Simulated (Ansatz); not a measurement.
# Calculations on MoH2OCl6

**1. Relaxation**

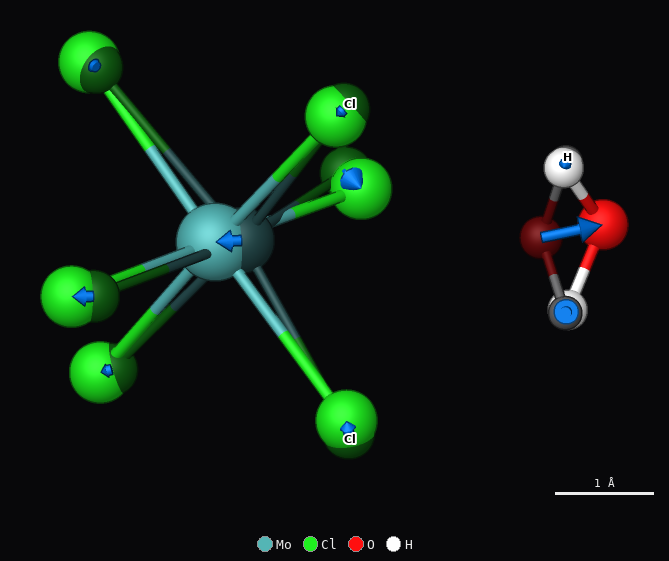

A relaxation of MoH2OCl6. The starting structure is drawn faded, the final one solid; blue arrows show the displacements, at their true length. The two geometries are superimposed by the best rigid fit.

A ball-and-stick model, seen face on.

The run prepares an end point of a later path (reaction) calculation, from a guessed geometry.

Computed with RKS PBE/def2-SVP (Ansatz). Set-up: no spin polarisation; force threshold 0.03 eV/Å; at most 50 steps.

What happened in the run?

The largest move after the best rigid fit is that of the O atom, 0.65 Å. Largest moves by element: O 0.65 Å, Cl 0.37 Å, H 0.35 Å, Mo 0.28 Å. Some distances before and after: Mo–O 3.078 → 3.990 Å, Cl–Mo 2.356 → 2.317 Å, Cl–Mo 2.315 → 2.350 Å, H–O 0.990 → 0.980 Å. Among the angles between lasting bonds that change: Cl–Mo–Cl 103.6° → 89.4°, Cl–Mo–Cl 167.8° → 178.7°, Cl–Mo–Cl 99.9° → 89.4°. The energy falls by 55.5 kJ/mol in 9 geometry steps. Largest force component: 0.8 eV/Å at the start, 0.024 eV/Å at the end. Cost: 46 s on 4 threads of Arm Neoverse V2, with other jobs on the host, peak memory 0.34 GiB.

Limits of the set-up: the start holds two separate molecules, 2.5 Å apart at their closest, whose relative position is a soft coordinate and is computed without a dispersion correction.

**2. Relaxation**

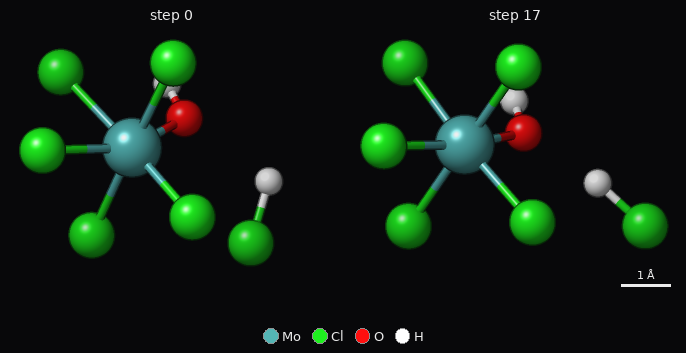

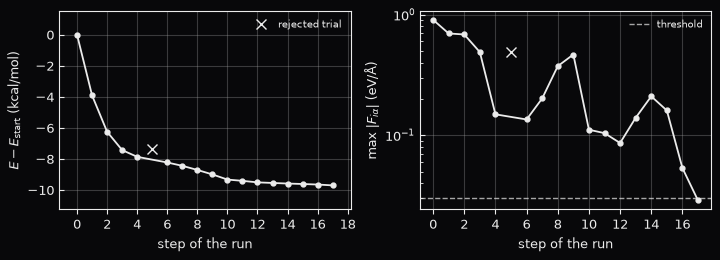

First and last geometry of a relaxation of MoH₂OCl₆, with the history of the run. The picture is a ball-and-stick view, seen from a free direction.

The run prepares an end point of a later path (reaction) calculation, from a guessed geometry.

These are results of RKS PBE/def2-SVP in Ansatz 0.2.0, not measurements. Settings: no spin polarisation; force threshold 0.03 eV/Å; at most 50 steps.

Did the run converge, and what did it change?

Answer. It converged. After 16 accepted moves (17 points after the start) the energy has fallen by 9.69 kcal/mol. Largest force component: 0.91 eV/Å at the start, 0.029 eV/Å at the end. The line search rejected the trial step at point 5 of the run. The atom that moves furthest after the best rigid fit is a Cl atom (1.11 Å). By element the largest moves are Cl 1.11 Å, H 0.39 Å, O 0.31 Å, Mo 0.22 Å. Some distances before and after: Cl–Mo 3.536 → 4.373 Å, Cl–Mo 2.440 → 2.357 Å, Mo–O 1.862 → 1.913 Å, Cl–Mo 2.345 → 2.324 Å. Among the angles between lasting bonds that change: Cl–Mo–O 108.3° → 89.5°, Cl–Mo–O 157.0° → 171.0°, Cl–Mo–Cl 80.3° → 88.1°.

Limits of the set-up: the start holds two separate molecules, 2.2 Å apart at their closest, whose relative position is a soft coordinate and is computed without a dispersion correction.

**3. Path**

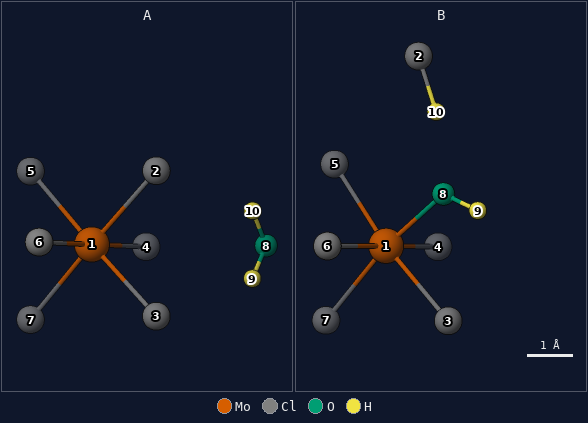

The two relaxed end points of a path for MoH$_{2}$OCl$_{6}$, made up at the start of MoCl6 and H2O. A ball-and-stick model, seen face on.

Level of theory: RKS PBE/def2-SVP (Ansatz 0.2.0).

Set-up: 7 movable images; climbing image; force threshold 0.05 eV/Å; iteration limit 60.

Start:
```xyz
10

Mo   -0.2490   -0.2869   -0.2023
Cl   -0.1279   -0.2790    2.1450
Cl    2.0961   -0.4453   -0.2394
Cl   -0.0685    2.0007   -0.1941
Cl   -2.5516   -0.1432   -0.0802
Cl   -0.3924   -2.5989   -0.1729
Cl   -0.2826   -0.3125   -2.5121
O     2.0723    2.2847    1.7773
H     2.5576    1.6217    1.2438
H     1.5237    1.7134    2.3537
```

End:
```xyz
10

Mo    0.3256    0.1470   -0.4606
Cl   -0.4758    0.9372    3.7648
Cl    2.5049    0.1565   -1.3591
Cl    0.0029    2.3628   -1.0846
Cl   -1.6628    0.2229    0.6734
Cl    0.4941   -2.1084    0.0732
Cl   -0.4460   -0.4780   -2.5442
O     1.2373    0.6611    1.1404
H     2.2116    0.7781    1.1409
H     0.3860    0.8756    2.7747
```

> Predict the minimum-energy path and its barrier.

Forward barrier 71.4 kJ/mol, backward barrier 79.2 kJ/mol, with image 4 at the top; the reaction energy is −7.8 kJ/mol. Breaking: Mo1–Cl2 (2.35 → 2.92 at the top → 4.37 Å), O8–H10 (0.98 → 1.28 at the top → 1.86 Å). Forming: Cl2–H10 (2.60 → 1.47 at the top → 1.31 Å), Mo1–O8 (3.99 → 2.03 at the top → 1.91 Å). The band converged in 49 iterations. The largest component of the band force went from 9.3 to 0.039 eV/Å. The climbing image converged on the top of the path. Its vibrational analysis gives one imaginary mode (574i cm⁻¹), as a transition state must have.

Energies of the converged images:

```tsv
image	path (Å)	E (kJ/mol)
0	0.00	0.0
1	2.24	0.9
2	4.49	22.0
3	6.73	30.5
4	8.96	71.4
5	9.51	47.1
6	10.05	20.4
7	10.59	1.4
8	11.14	-7.8
```

The geometry at the top of the path:

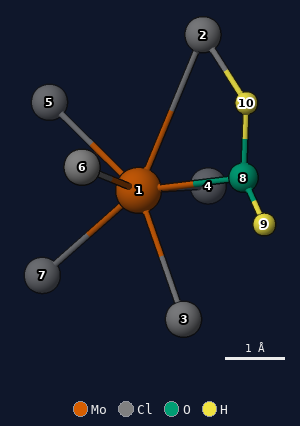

Limits of the set-up: the start holds two separate molecules, 2.6 Å apart at their closest, whose relative position is a soft coordinate and is computed without a dispersion correction.

The run took 19 min on 4 threads of Arm Neoverse V2, with other jobs on the host, peak memory 0.37 GiB.
